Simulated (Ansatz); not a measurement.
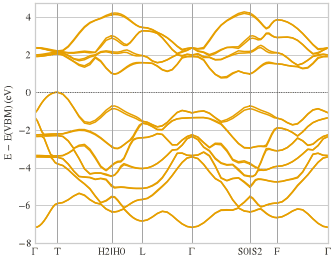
Band structure from DFT-PBE+D3(BJ) with spin–orbit coupling in the program Ansatz with PAW potentials

Read off the gap and where the band edges lie.

About 0.7 eV (0.74 eV by a search for the band edges); maximum at T, minimum on the Γ–S0 line, 54 % of the way from Γ.

The material is MoS₂ in space group R3m (No. 160; Mo on 3a, S on 3a, S on 3a).

The PBE+D3(BJ) relaxation kept the symmetry of its start. No spin polarisation was allowed.

Potentials: the later of the program's two PAW sets.
